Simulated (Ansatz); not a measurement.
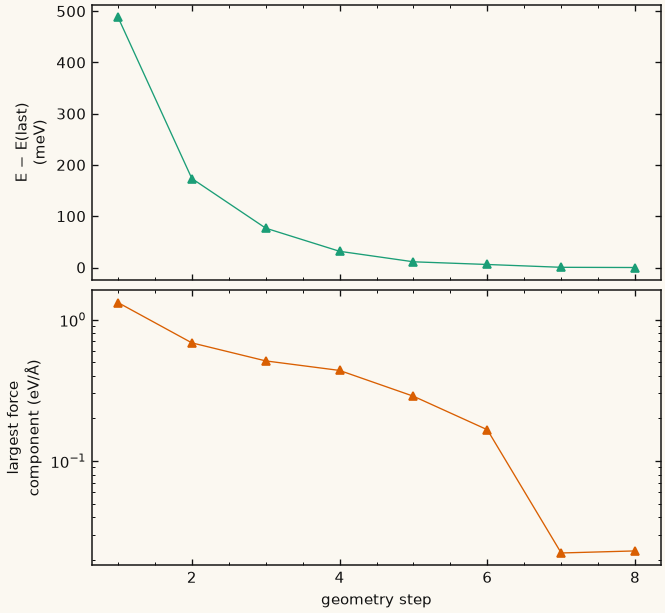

History of a geometry optimisation.

- system: an isomer of formula Al₂H₄KO₅ (charge +1)
- method: RKS PBE-D4/def2-SVP (Ansatz)

How did it end, and what did it gain?

Answer. The optimisation met its thresholds at geometry 8, counting the start as the first. The energy fell by about 490 meV from the first step to the last. The largest force component goes from about 1.3 eV/Å at the start to 0.023 eV/Å at the end.

By which step was nine tenths of the energy gained?

Answer. By step 4 of 8.
